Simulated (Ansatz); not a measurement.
```xyz
4

Al    0.7187    0.4292   -0.8830
B    -0.4948   -1.4474    0.5685
S    -1.3591   -0.0331    0.1400
H     0.5774   -1.9435    0.4308
```

Geometry: B3LYP-D4/def2-TZVP.

These are results of isolated molecule in a Gaussian basis; Kohn-Sham density functional theory, functional PBE0 (Ansatz 0.2.0), not measurements.

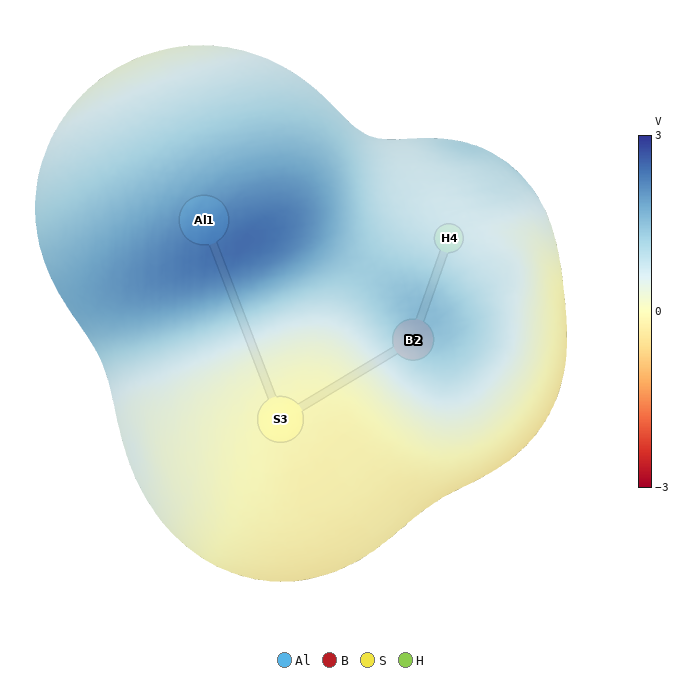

AlBHS (SMILES [BH][S][Al]) (doublet). The molecular electrostatic potential painted on the density surface at 0.004 e/bohr³, seen across its widest extent; red is negative and blue positive.

Question: Describe the electrostatic potential map.

Answer: The most negative region (about −0.3 V) lies over S3, the most positive (about +2.4 V) over Al1.

Question: How polar is the molecule by this calculation?

Answer: Its dipole moment is 1.27 D.
